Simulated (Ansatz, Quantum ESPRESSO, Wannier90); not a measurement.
# Ballistic channels from Wannier functions: zigzag Ca chain, bond 3.90 Å, width 1.6 Å, part 5 of 5

Aim: a Wannier model and the conductance steps that follow from it, for this wire: zigzag Ca chain, bond 3.90 Å, width 1.6 Å.

Quantum ESPRESSO 7.5 and Wannier90 3.1.0; plane-wave DFT, PBE, GBRV ultrasoft pseudopotentials; cross-check by Ansatz 0.2.0 with PAW datasets.

So far. Step 6 (Localisation, bands and conductance): Disentanglement stopped at its cap on iterations, so these spreads are not final. Step 6 (Localisation, bands and conductance): At least 1 of the functions sits far from every atom, off the bonds: the outer window has let in states of the vacuum, so the basis is not the atomic one that was projected.

## (10) Cross-check with Ansatz

As a check, the same structure is run in Ansatz.

Level of this step: plane-wave DFT, PBE, Ansatz PAW (Ansatz 0.2.0).

Contents of input.yaml:

```yaml
crystal:
  lattice:
    - [9.0, 0.0, 0.0]
    - [0.0, 8.0, 0.0]
    - [0.0, 0.0, 7.1133676975]
  atoms:
    - { symbol: Ca, position: [-0.0888888889, 0.0, 0.0] }
    - { symbol: Ca, position: [0.0888888889, 0.0, 0.5] }
kpoints:
  mp_grid: { grid: [1, 1, 12] }
hamiltonian:
  xc: pbe
scf:
  occupations: { method: fermi_dirac, width: 0.05 }
  convergence: { dr2_threshold: 1.0e-08 }
output:
  transmission:
    leads: [[0, 0]]
    e_range: [-4.0, 2.0]
    de: 0.05
    kmesh: [1, 1]
    reduced_basis: true
```

On the command line:

```console
> ansatz run input.yaml --threads 2 --pin off --max-ram 4096MiB --backend cpu --events-out ev --progress --plain --runs-dir out
```

Numbers of over 12 decimals in the logs are rounded to 6 here.

Output:

```text
Engine: ansatz 0.2.0, aarch64-unknown-linux-gnu
Pseudopotentials: kind: paw
Pseudopotential: Ca, paw, valence charge 10, recommended cutoff 420 eV (normal), Ca.paw.azcp
Functional definition: PBE
  parameter kappa = 0.804
  parameter beta = 0.066725
  exchange = pbe_x(kappa = kappa, mu = beta*pi^2/3)
  correlation = pbe_c(beta = beta)
Crystal: 2 atoms, lattice volume = 512.162 Å³
Basis set: ecut = 420 eV, 9963 PW (Γ)
Bands: 14, of which v1, the nominal top of the filled ones, is band 10 counted from 1 (9 counted from 0)
Symmetry: 8 space group operations
Space group: Pmma (ITA 51), of the structure as read, at distance tolerance 8.0e-5 Å
k-points: 7 of 12
Non-local potential: Ca, projectors of the file, l = 0: 3, l = 1: 2, l = 2: 2
PAW form: soft (Blöchl's): semilocal exchange-correlation on the pseudo side does not see the compensation charge
PAW one-centre angular grid: Ca, 110 points (default); XC on 64 Gauss nodes
Initial density: superposition of atomic densities (neutral atoms: chi_scale 0, normalization atom), corrected by the library's trained network
Initial wavefunctions: pseudopotential atomic-orbital guess
Functional: x = pbe(κ = 0.804, μ = 0.219515), c = pbe(β = 0.066725)
SCF iter   1: F=—  HF=-3630.700580 eV  |F-HF|=—  |Δ(HF+E_count)|=         —  Δρ=1.05e-3  dr2=1.07e-2  ethr=1.77e-3  ⟨swp⟩=10.3  Hψ=837  notcnv=0
preconditioner: auto → LDOS  [insulator: Δε(μ)=0.177 eV  Ē_g=1.775 eV  σ=0.050 eV  W_gap=0.65  n_scr=30 (ndim 8)  ℏωp=3.3 eV  f_vac=0.525  D(μ)=1.79/eV (n_scr^D=4)  ε∞_Penn≈4.4  β→1.0]
SCF iter   2: F=—  HF=-3630.703608 eV  |F-HF|=—  |Δ(HF+E_count)|=   3.03e-3  Δρ=3.51e-4  dr2=1.06e-3  ethr=5.35e-5  ⟨swp⟩=12.4  Hψ=1352  notcnv=0
automatic band count: the SCF goes on with 18 bands, as 14 were too few: the levels above may hold too much charge
SCF iter   3: F=—  HF=-3630.704196 eV  |F-HF|=—  |Δ(HF+E_count)|=   5.89e-4  Δρ=2.48e-4  dr2=3.41e-4  ethr=5.31e-6  ⟨swp⟩=2.4  Hψ=255  notcnv=0
SCF iter   4: F=—  HF=-3630.704111 eV  |F-HF|=—  |Δ(HF+E_count)|=   8.52e-5  Δρ=7.24e-5  dr2=4.91e-5  ethr=1.70e-6  ⟨swp⟩=2.0  Hψ=182  notcnv=0
SCF iter   5: F=—  HF=-3630.704121 eV  |F-HF|=—  |Δ(HF+E_count)|=   1.01e-5  Δρ=1.33e-5  dr2=1.78e-6  ethr=2.45e-7  ⟨swp⟩=3.0  Hψ=223  notcnv=0
SCF iter   6: F=—  HF=-3630.704225 eV  |F-HF|=—  |Δ(HF+E_count)|=   1.04e-4  Δρ=3.83e-6  dr2=2.79e-7  ethr=8.88e-9  ⟨swp⟩=3.0  Hψ=224  notcnv=0
SCF iter   7: F=-3630.704225 eV  HF=-3630.704225 eV  |F-HF|=3.13e-9  |Δ(HF+E_count)|=   8.00e-8  Δρ=7.57e-7  dr2=6.43e-9  ethr=5.00e-11  ⟨swp⟩=3.9  Hψ=531  notcnv=0
SCF 1 converged in 7 iterations: F = -3630.704225 eV  dr2 = 6.43e-9
  greatest PAW one-centre occupation: 0.996 electrons in one spin orbital (limit 2), on the Ca atom at site 1 (counted from 0), in its partial waves of l = 0
transmission: 9 of 54 steps passed
transmission: 18 of 54 steps passed
[...]
transmission: 54 of 54 steps passed
SCF converged after 7 iterations
Free energy (F): -3630.704225 eV
Harris-Foulkes:  -3630.704225 eV  (|F-HF|=3.13e-9)
Internal energy: -3630.684964 eV  (E = F + TS)
E sigma→0 (E₀):  -3630.694595 eV
Entropy (-TS):   -0.019261 eV (-9.630 meV/atom)
Fermi energy:    -0.870167 eV
--- Per-component energies (eV) ---
  E_band       = -499.630955
  E_kinetic    = 544.047443
  E_local      = -2920.738623  (includes V_loc(G=0)·N_el)
  E_nonlocal   = 127.476922
  E_hartree    = 1105.567051
  E_xc         = -267.328518
  E_vxc        = -332.765284  (∫ρ·V_xc dr)
  E_paw        = -1716.193463  (= ΣΔE_a)
  E_vpaw       = -128.788256  (= ΣTr[D̂ρ^β])
  E_aug_tail   = -0.000012  (compensation charges beyond the density's cutoff)
  E_ewald      = -503.515765
  E_smearing   = -0.019261  (= −TS)
  E_closure    = 0.000000  (closes the sum)
  Σ components = -3630.704225   (vs F -3630.704225, Δ=0.00e0)
--- Band table (eV; the first three rows and the last of 7) ---
  k-point 0: bands = [... 6 lower, -25.8311, -25.7768, -3.2552, -0.9210, -0.7382, -0.5832, -0.5191, -0.5014, ... 4 higher]
  k-point 1: bands = [... 6 lower, -25.8300, -25.7776, -3.2323, -1.0684, -0.6675, -0.5636, -0.5178, -0.5046, ... 4 higher]
  k-point 2: bands = [... 6 lower, -25.8268, -25.7801, -3.1642, -1.3255, -0.6553, -0.5203, -0.5114, -0.4675, ... 4 higher]
  k-point 6: bands = [... 6 lower, -25.8022, -25.8022, -2.4677, -2.4677, -0.6467, -0.6467, -0.4878, -0.4878, ... 4 higher]
--- Transmission ---
  basis      : 629 plane waves across, 9 finite elements along
  points     : 1, standing for a mesh of 1 x 1
  energies   : 121 from -4.000000 to 2.000000 eV about the Fermi level, 0.050000 eV apart; the leads are filled to 0.000000 eV, and channels, transmission and decay are at 0.000000 eV
  crystal 0  : Ca2, at the sites [0, 0], period 7.1134 Å: whole cells are its period
    offset         : up to 0.0000 Å between an atom of the period and one for which it stands
    channels       : 0.000000e0 a spin
    conductance    : none, the energies end too early or step too widely for 300 K: set another output.transmission.e_range or a lower de, or, where they end at an eighth of basis.ecutwfc, a higher one
    slowest decay  : 0.0309 /Å at (0.0000, 0.0000)
```

It took 51 s on 2 threads of Arm Neoverse V1, shared host; peak memory 0.54 GiB.

Read from the output:

```
free energy                                : -3630.7042 eV
energy at zero smearing                    : -3630.6946 eV
smearing term TS                           : 0.01926 eV
Fermi energy                               : -0.8702 eV
symmetry operations                        : 8
lead channels at the Fermi level, one spin : 0
```

Per spin. The open channels by energy, zero at the Fermi level:

```csv
energy (eV),open channels
-2.500,0
-2.000,1
-1.500,1
-1.000,1
-0.500,1
0.000,0
0.500,2
1.000,2
1.500,2
2.000,2
```

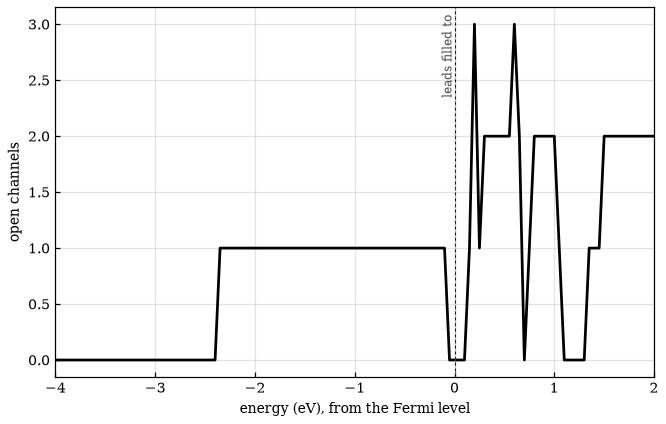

Open channels, plotted against energy.

## (11) Summary of results

| Item | Value |
| --- | --- |
| open channels at the Fermi level, per spin | 0 |
| gap in the conductance, to one step of the energy grid | 0.18 eV |
| total spread | 51.9 Å² |
| gauge-invariant spread | 41.3 Å² |
| largest band misfit in the frozen window | 0.00102 eV |
| channels at the Fermi level by Ansatz | 0 |

In words: The wire has no channel at the Fermi level: its conductance has a gap of 0.18 eV. Between -4 and 1.5 eV the channel count from Wannier functions equals that from Ansatz's layer matching at 93 % of the energies; outside the frozen window the Wannier bands are not held to the plane-wave ones. Each plane-wave level in the frozen window has a Wannier level within 0.01 eV; this test doesn't see extra bands that a model may add. Disentanglement stopped at its cap on iterations, so the spreads are not final; the frozen states are kept all the same. At least one function lies in the vacuum, so the spreads don't describe atomic orbitals, though the frozen bands are still reproduced. The wire is perfect, so the conductance only counts bands: each channel, with its partner of the other spin, carries G₀ = 2e²/h. It was run without spin polarisation, which was not tested.

[Logs are printed without paths, hosts, clocks, repeated set-up lines and the standing remarks that a program may print on its own settings, such as how far it seeks lower states.]

[Hosts, paths, dates, database ids (printed as entryN), source tags and the programs' standing remarks are cut or masked in the printed files.]

[Maps of the electrostatic potential energy from Ansatz leave out the sawtooth potential of an applied field or a dipole correction, so their vacuum need not be flat; planar profiles and work functions include it.]
